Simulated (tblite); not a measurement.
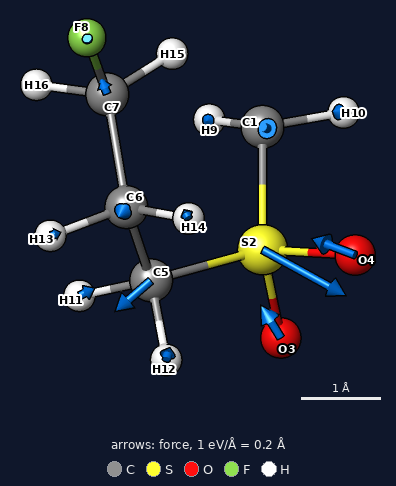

Starting geometry of C4H8FO2S (multiplicity 2) with the computed forces as blue arrows. A ball-and-stick model, seen from a free direction.

Method: GFN2-xTB geometry optimisation, gas phase in tblite 0.8.0. 

Question: What follows when this structure is relaxed?

Answer: It isn't relaxed: the largest force vector, on S2, is 6.24 eV/Å. The final displacements have little in common with the starting forces (cosine between the two patterns 0.16). Over 108 geometry steps the energy falls by 109.2 kJ/mol. The atom that moves furthest after the best rigid fit is H10 (1.04 Å). By element the largest moves are H 1.04 Å, F 0.73 Å, C 0.32 Å, O 0.19 Å, S 0.15 Å. Near-neighbour distances that change, for instance: C1–H15 2.471 → 1.623 Å, S2–O4 1.523 → 1.436 Å, S2–C5 1.750 → 1.833 Å, C7–H15 1.097 → 1.170 Å. Among the angles between lasting bonds that change: O3–S2–O4 105.2° → 118.5°, C1–S2–C5 116.5° → 104.3°, H9–C1–H10 105.8° → 117.5°. The run took 0.8 s on 1 thread of Arm Neoverse V1, with other jobs on the host.
